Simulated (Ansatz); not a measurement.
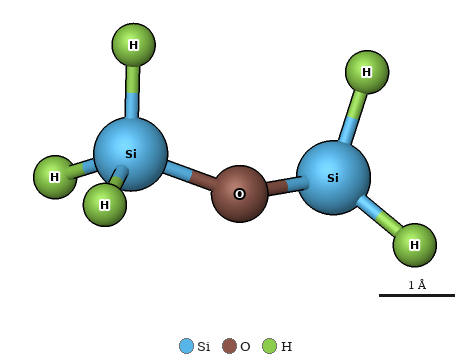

*The input geometry (ball-and-stick view, seen at a tilt).*

Geometry relaxation, with input and output: Si₂H₅O (part 1 of 2)

System: Si₂H₅O, multiplicity 2.
Method: HF/6-31G*, UHF (Ansatz 0.2.0).

The geometry comes from this level: PBE0-D4/def2-TZVP.

## Output
```
The last accepted step is kept in runs//last_step.txt (removed where the run ends without a failure and the disk answers)
Functional definition: HF
  name "HF"
  exchange = exact_x
  correlation = 0
656 factors; integrals over basis functions are off by at most 6.8e-4 eV
mean field evaluation 1: about -17837.9688 eV, gradient 2.4e1 eV
mean field evaluation 2: about -17838.0314 eV, gradient 2.4e1 eV
mean field evaluation 4: about -17840.6727 eV, gradient 2.3e0 eV
mean field evaluation 8: about -17840.7328 eV, gradient 1.8e-1 eV
mean field -17840.73363681 eV, -655.6348682691 hartree, gradient 3.2e-5 eV, S^2 0.752540; 0 other end points of the search recorded, 0 dependent functions left out
the calculation of the forces begins
reference -17840.73363681 eV, -655.6348682691 hartree; 21, 20 occupied and 42, 43 virtual orbitals, 656 factors
relax step   1: F+E_penalty+E_count = -17840.73363681 eV  Δ(F+E_penalty+E_count) = +0.000e0 eV  max|allowed force component| = 3.519e-1 eV/Å  Δτ_max = 0.0000 Å  (38 SCF iters, accepted)
these checks for a lower state are left out or cut short: starts, cluster_reference, orbital_swaps, neighbouring_geometries, increment
656 factors; integrals over basis functions are off by at most 6.8e-4 eV
mean field evaluation 16: about -17840.7441 eV, gradient 1.6e-3 eV
mean field -17840.74405406 eV, -655.6352510961 hartree, gradient 1.7e-5 eV, S^2 0.752518; 0 other end points of the search recorded, 0 dependent functions left out
[... from here on the field's lines of each further geometry are left out, up to the last ...]
relax step   2: F+E_penalty+E_count = -17840.74405406 eV  Δ(F+E_penalty+E_count) = -1.042e-2 eV  max|allowed force component| = 9.336e-2 eV/Å  Δτ_max = 0.0211 Å  (28 SCF iters, accepted)
relax step   3: F+E_penalty+E_count = -17840.74478026 eV  Δ(F+E_penalty+E_count) = -7.262e-4 eV  max|allowed force component| = 4.592e-2 eV/Å  Δτ_max = 0.0056 Å  (26 SCF iters, accepted)
relax step   4: F+E_penalty+E_count = -17840.74643594 eV  Δ(F+E_penalty+E_count) = -1.656e-3 eV  max|allowed force component| = 1.632e-1 eV/Å  Δτ_max = 0.0452 Å  (33 SCF iters, accepted)
relax step   5: F+E_penalty+E_count = -17840.74840593 eV  Δ(F+E_penalty+E_count) = -1.970e-3 eV  max|allowed force component| = 7.337e-2 eV/Å  Δτ_max = 0.0354 Å  (33 SCF iters, accepted)
relax step   6: F+E_penalty+E_count = -17840.74885725 eV  Δ(F+E_penalty+E_count) = -4.513e-4 eV  max|allowed force component| = 1.211e-1 eV/Å  Δτ_max = 0.0831 Å  (33 SCF iters, accepted)
relax step   7: F+E_penalty+E_count = -17840.74973462 eV  Δ(F+E_penalty+E_count) = -8.774e-4 eV  max|allowed force component| = 2.023e-2 eV/Å  Δτ_max = 0.0106 Å  (27 SCF iters, accepted)
relax step   8: F+E_penalty+E_count = -17840.75005524 eV  Δ(F+E_penalty+E_count) = -3.206e-4 eV  max|allowed force component| = 9.885e-3 eV/Å  Δτ_max = 0.0224 Å  (27 SCF iters, accepted)
relax step   9: F+E_penalty+E_count = -17840.75037776 eV  Δ(F+E_penalty+E_count) = -3.225e-4 eV  max|allowed force component| = 3.980e-2 eV/Å  Δτ_max = 0.0516 Å  (34 SCF iters, accepted)
relax step  10: F+E_penalty+E_count = -17840.74801749 eV  Δ(F+E_penalty+E_count) = +2.360e-3 eV  max|allowed force component| = 2.048e-1 eV/Å  Δτ_max = 0.1281 Å  (32 SCF iters, rejected (line search))
relax step  11: F+E_penalty+E_count = -17840.74946042 eV  Δ(F+E_penalty+E_count) = +9.173e-4 eV  max|allowed force component| = 1.033e-1 eV/Å  Δτ_max = 0.0233 Å  (33 SCF iters, rejected (line search))
relax step  12: F+E_penalty+E_count = -17840.75051255 eV  Δ(F+E_penalty+E_count) = -1.348e-4 eV  max|allowed force component| = 1.746e-2 eV/Å  Δτ_max = 0.0117 Å  (28 SCF iters, accepted)
relax step  13: F+E_penalty+E_count = -17840.74910358 eV  Δ(F+E_penalty+E_count) = +1.409e-3 eV  max|allowed force component| = 1.504e-1 eV/Å  Δτ_max = 0.0985 Å  (32 SCF iters, rejected (line search))
relax step  14: F+E_penalty+E_count = -17840.75062337 eV  Δ(F+E_penalty+E_count) = -1.108e-4 eV  max|allowed force component| = 1.556e-2 eV/Å  Δτ_max = 0.0275 Å  (32 SCF iters, accepted)
relax step  15: F+E_penalty+E_count = -17840.75065557 eV  Δ(F+E_penalty+E_count) = -3.220e-5 eV  max|allowed force component| = 1.177e-2 eV/Å  Δτ_max = 0.0177 Å  (27 SCF iters, accepted)
relax step  16: F+E_penalty+E_count = -17840.75066692 eV  Δ(F+E_penalty+E_count) = -1.135e-5 eV  max|allowed force component| = 6.648e-3 eV/Å  Δτ_max = 0.0088 Å  (27 SCF iters, accepted)
relax step  17: F+E_penalty+E_count = -17840.75067161 eV  Δ(F+E_penalty+E_count) = -4.693e-6 eV  max|allowed force component| = 3.890e-3 eV/Å  Δτ_max = 0.0017 Å  (24 SCF iters, accepted)
relax step  18: F+E_penalty+E_count = -17840.75067643 eV  Δ(F+E_penalty+E_count) = -4.819e-6 eV  max|allowed force component| = 3.178e-3 eV/Å  Δτ_max = 0.0037 Å  (27 SCF iters, accepted)
relax step  19: F+E_penalty+E_count = -17840.75068064 eV  Δ(F+E_penalty+E_count) = -4.211e-6 eV  max|allowed force component| = 6.860e-3 eV/Å  Δτ_max = 0.0065 Å  (28 SCF iters, accepted)
relax step  20: F+E_penalty+E_count = -17840.75068550 eV  Δ(F+E_penalty+E_count) = -4.859e-6 eV  max|allowed force component| = 8.187e-3 eV/Å  Δτ_max = 0.0134 Å  (28 SCF iters, accepted)
relax step  21: F+E_penalty+E_count = -17840.75068056 eV  Δ(F+E_penalty+E_count) = +4.940e-6 eV  max|allowed force component| = 1.310e-2 eV/Å  Δτ_max = 0.0092 Å  (28 SCF iters, rejected (line search))
relax step  22: F+E_penalty+E_count = -17840.75068870 eV  Δ(F+E_penalty+E_count) = -3.201e-6 eV  max|allowed force component| = 2.364e-3 eV/Å  Δτ_max = 0.0044 Å  (27 SCF iters, accepted)
relax step  23: F+E_penalty+E_count = -17840.75068708 eV  Δ(F+E_penalty+E_count) = +1.620e-6 eV  max|allowed force component| = 3.504e-3 eV/Å  Δτ_max = 0.0124 Å  (28 SCF iters, rejected (line search))
relax step  24: F+E_penalty+E_count = -17840.75068851 eV  Δ(F+E_penalty+E_count) = +1.926e-7 eV  max|allowed force component| = 3.748e-3 eV/Å  Δτ_max = 0.0025 Å  (24 SCF iters, rejected (line search))
relax step  25: F+E_penalty+E_count = -17840.75068940 eV  Δ(F+E_penalty+E_count) = -6.961e-7 eV  max|allowed force component| = 1.071e-3 eV/Å  Δτ_max = 0.0012 Å  (23 SCF iters, accepted)
relax step  26: F+E_penalty+E_count = -17840.75068992 eV  Δ(F+E_penalty+E_count) = -5.241e-7 eV  max|allowed force component| = 2.367e-3 eV/Å  Δτ_max = 0.0032 Å  (26 SCF iters, accepted)
relax step  27: F+E_penalty+E_count = -17840.75069042 eV  Δ(F+E_penalty+E_count) = -4.996e-7 eV  max|allowed force component| = 2.445e-3 eV/Å  Δτ_max = 0.0052 Å  (27 SCF iters, accepted)
relax step  28: F+E_penalty+E_count = -17840.75069100 eV  Δ(F+E_penalty+E_count) = -5.838e-7 eV  max|allowed force component| = 2.196e-3 eV/Å  Δτ_max = 0.0015 Å  (23 SCF iters, accepted)
relax step  29: F+E_penalty+E_count = -17840.75069320 eV  Δ(F+E_penalty+E_count) = -2.200e-6 eV  max|allowed force component| = 1.966e-3 eV/Å  Δτ_max = 0.0060 Å  (27 SCF iters, accepted)
relax step  30: F+E_penalty+E_count = -17840.75069357 eV  Δ(F+E_penalty+E_count) = -3.728e-7 eV  max|allowed force component| = 2.352e-3 eV/Å  Δτ_max = 0.0024 Å  (26 SCF iters, accepted)
the calculation of the forces begins
reference -17840.75069382 eV, -655.6354951029 hartree; 21, 20 occupied and 42, 43 virtual orbitals, 656 factors
relax step  31: F+E_penalty+E_count = -17840.75069382 eV  Δ(F+E_penalty+E_count) = -2.483e-7 eV  max|allowed force component| = 1.016e-3 eV/Å  Δτ_max = 0.0015 Å  (22 SCF iters, accepted)
656 factors; integrals over basis functions are off by at most 6.4e-4 eV
mean field evaluation 192: about -17840.6635 eV, gradient 2.3e-1 eV
```

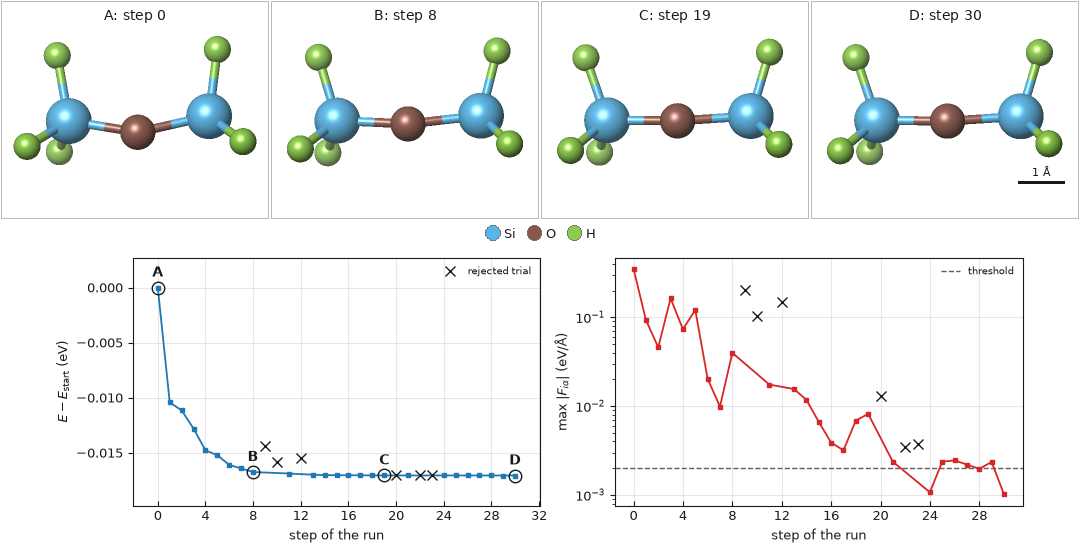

*Frames of the relaxation (ball-and-stick view, seen at a tilt) above the curves, on which the letters mark them (the first geometry is step 0 here and step 1 in the log).*

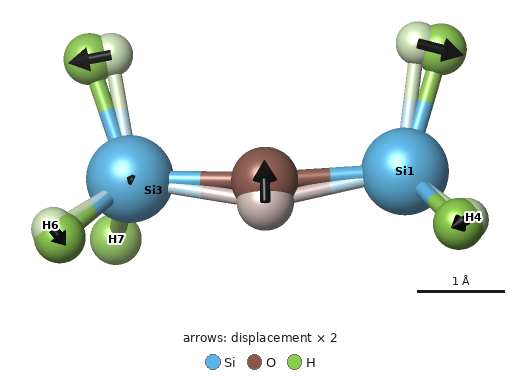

*Start (faint) and end (solid) with the displacements as black arrows, magnified 2 times (ball-and-stick view, seen at a tilt). The two geometries are laid on each other by the best rigid fit.*

Over 30 geometry steps the energy falls by 0.017 eV. The largest force component goes from 0.35 to 0.001 eV/Å. The line search rejected the trial steps at points 9, 10, 12, 20, 22, 23 (counted from 0) and went back. The atom that moves furthest after the best rigid fit is H5 (0.28 Å). By element the largest moves are H 0.28 Å, O 0.26 Å, Si 0.04 Å. Among the contacts that change: Si1–H4 1.490 → 1.477 Å, Si3–H8 1.486 → 1.474 Å, Si3–H6 1.482 → 1.472 Å, O2–Si3 1.638 → 1.630 Å. Among the angles that change: Si1–O2–Si3 146.3° → 158.8°. (Atoms are counted from 1 in the order of the input.)

```
mean field -17840.75069382 eV, -655.6354951029 hartree, gradient 6.8e-5 eV, S^2 0.752468; 1 other end points of the search recorded, 0 dependent functions left out
the calculation of the forces begins
reference -17840.75069382 eV, -655.6354951029 hartree; 21, 20 occupied and 42, 43 virtual orbitals, 656 factors
Total energy: -17840.75069382 eV, -655.6354951029 hartree
Atom 0 at    -1.304089     0.942140    -0.896990 Å, force    -0.001016     0.001004    -0.000684 eV/Å
Atom 1 at    -0.199188    -0.074759    -0.255033 Å, force     0.000864    -0.000839     0.000707 eV/Å
Atom 2 at     0.801368    -0.728924     0.853705 Å, force    -0.000117    -0.000102    -0.000248 eV/Å
Atom 3 at    -1.851771     0.351680    -2.134753 Å, force     0.000022     0.000017    -0.000022 eV/Å
Atom 4 at    -0.683321     2.249158    -1.203595 Å, force    -0.000028    -0.000064    -0.000023 eV/Å
Atom 5 at     1.178444    -2.086299     0.427010 Å, force     0.000128     0.000006     0.000017 eV/Å
Atom 6 at     0.132287    -0.802169     2.166188 Å, force     0.000137     0.000063     0.000106 eV/Å
Atom 7 at     2.018469     0.092173     0.987568 Å, force     0.000008    -0.000085     0.000148 eV/Å
Dipole moment:    -0.038147     0.039200     0.075747 e Å
```

## Trajectory as extended XYZ (Å, eV, eV/Å), 31 frames, from step=1 to step=31
```
8
Properties=species:S:1:pos:R:3:forces:R:3 step=1 energy=-17840.73364
Si   -1.2812    0.9330   -0.8659    0.0376   0.0637  -0.3519
O    -0.3523   -0.2792   -0.2769    0.0911   0.0332   0.1593
Si    0.7650   -0.7230    0.8359    0.0379  -0.1308  -0.0033
H    -1.9028    0.4581   -2.1336    0.0812   0.1573   0.2164
H    -0.4406    2.1420   -1.1187   -0.1824  -0.1894   0.0204
H     1.2919   -2.0546    0.4531   -0.0424   0.2165   0.1154
H     0.1381   -0.7993    2.1804    0.1395   0.0158  -0.1848
H     1.8741    0.2660    0.8698   -0.1624  -0.1663   0.0285
8
Properties=species:S:1:pos:R:3:forces:R:3 step=2 energy=-17840.74405
Si   -1.2788    0.9317   -0.8747   -0.0333   0.0212  -0.0934
O    -0.3508   -0.2790   -0.2776    0.0765   0.0305   0.0857
Si    0.7640   -0.7283    0.8349    0.0111  -0.0355  -0.0074
H    -1.9071    0.4787   -2.1341    0.0225   0.0208   0.0484
H    -0.4567    2.1394   -1.1300   -0.0295  -0.0475   0.0087
H     1.2996   -2.0504    0.4685   -0.0214   0.0341   0.0105
H     0.1533   -0.8003    2.1769   -0.0015  -0.0052  -0.0378
H     1.8687    0.2510    0.8803   -0.0245  -0.0184  -0.0148
8
Properties=species:S:1:pos:R:3:forces:R:3 step=3 energy=-17840.74478
Si   -1.2791    0.9318   -0.8756   -0.0172  -0.0166  -0.0159
O    -0.3471   -0.2752   -0.2756    0.0355   0.0459   0.0457
Si    0.7659   -0.7279    0.8361   -0.0233  -0.0242  -0.0312
H    -1.9057    0.4793   -2.1323   -0.0035  -0.0087  -0.0043
H    -0.4606    2.1378   -1.1319    0.0026   0.0070  -0.0001
H     1.2974   -2.0492    0.4701    0.0030  -0.0083  -0.0040
H     0.1512   -0.8028    2.1741   -0.0024   0.0036   0.0062
H     1.8703    0.2492    0.8791    0.0054   0.0013   0.0036
8
Properties=species:S:1:pos:R:3:forces:R:3 step=4 energy=-17840.74644
Si   -1.2808    0.9362   -0.8836   -0.1632   0.1527  -0.0517
O    -0.3381   -0.2367   -0.2536    0.0499  -0.0668  -0.0034
Si    0.7676   -0.7272    0.8407    0.0950  -0.0544   0.0964
H    -1.8954    0.4529   -2.1347    0.0112  -0.0152  -0.0158
H    -0.4864    2.1552   -1.1537    0.0116  -0.0065  -0.0096
H     1.2776   -2.0503    0.4507    0.0003  -0.0115  -0.0078
H     0.1584   -0.8169    2.1809   -0.0042   0.0038  -0.0082
H     1.8893    0.2297    0.8975   -0.0005  -0.0021   0.0001
8
Properties=species:S:1:pos:R:3:forces:R:3 step=5 energy=-17840.74841
Si   -1.2909    0.9442   -0.8870   -0.0583   0.0734  -0.0551
O    -0.3313   -0.2062   -0.2370    0.0274  -0.0401   0.0003
Si    0.7720   -0.7289    0.8455    0.0488  -0.0095   0.0649
H    -1.8842    0.4349   -2.1387   -0.0088  -0.0167  -0.0004
H    -0.5089    2.1669   -1.1753    0.0012   0.0091   0.0088
H     1.2645   -2.0536    0.4365   -0.0074  -0.0011  -0.0081
H     0.1647   -0.8268    2.1856   -0.0050  -0.0083  -0.0024
H     1.9062    0.2124    0.9145    0.0020  -0.0068  -0.0079
8
Properties=species:S:1:pos:R:3:forces:R:3 step=6 energy=-17840.74886
Si   -1.3037    0.9612   -0.9059    0.0761  -0.1211   0.0706
O    -0.3109   -0.1345   -0.2001   -0.0102   0.0705  -0.0084
Si    0.7812   -0.7280    0.8606   -0.0433   0.0147  -0.0939
H    -1.8666    0.3827   -2.1455    0.0359   0.0304   0.0370
H    -0.5618    2.2040   -1.2177   -0.0105  -0.0258  -0.0156
H     1.2282   -2.0559    0.4036   -0.0155   0.0341   0.0104
H     0.1757   -0.8559    2.1988   -0.0009   0.0100  -0.0021
H     1.9502    0.1695    0.9503   -0.0316  -0.0128   0.0021
8
Properties=species:S:1:pos:R:3:forces:R:3 step=7 energy=-17840.74974
Si   -1.3018    0.9574   -0.8992    0.0071  -0.0105  -0.0202
O    -0.3136   -0.1418   -0.2026    0.0062   0.0103  -0.0086
Si    0.7793   -0.7284    0.8567    0.0110   0.0035   0.0074
H    -1.8631    0.3896   -2.1425    0.0014   0.0032   0.0197
H    -0.5563    2.1964   -1.2154   -0.0038  -0.0053   0.0084
H     1.2301   -2.0553    0.4039   -0.0066   0.0183   0.0055
H     0.1751   -0.8508    2.1962   -0.0027  -0.0049  -0.0036
H     1.9425    0.1758    0.9468   -0.0125  -0.0145  -0.0085
8
Properties=species:S:1:pos:R:3:forces:R:3 step=8 energy=-17840.75006
Si   -1.3000    0.9564   -0.8995   -0.0094   0.0027   0.0099
O    -0.2954   -0.1331   -0.2124    0.0085   0.0032  -0.0061
Si    0.7827   -0.7283    0.8570   -0.0022  -0.0011  -0.0004
H    -1.8689    0.3848   -2.1364    0.0028  -0.0030  -0.0008
H    -0.5704    2.2036   -1.2183    0.0021  -0.0015  -0.0016
H     1.2265   -2.0576    0.4073   -0.0007  -0.0015   0.0016
H     0.1656   -0.8479    2.1910   -0.0004   0.0015  -0.0035
H     1.9521    0.1652    0.9554   -0.0006  -0.0003   0.0010
8
Properties=species:S:1:pos:R:3:forces:R:3 step=9 energy=-17840.75038
Si   -1.3003    0.9575   -0.9001    0.0134   0.0057   0.0344
O    -0.2563   -0.1017   -0.2243    0.0170   0.0008   0.0060
Si    0.7913   -0.7288    0.8577   -0.0398   0.0136  -0.0027
H    -1.8734    0.3662   -2.1249    0.0001  -0.0060  -0.0147
H    -0.6089    2.2227   -1.2337   -0.0034  -0.0132  -0.0020
H     1.2114   -2.0647    0.4069    0.0076  -0.0107  -0.0081
H     0.1503   -0.8457    2.1813    0.0031   0.0079  -0.0112
H     1.9781    0.1375    0.9814    0.0021   0.0020  -0.0016
```
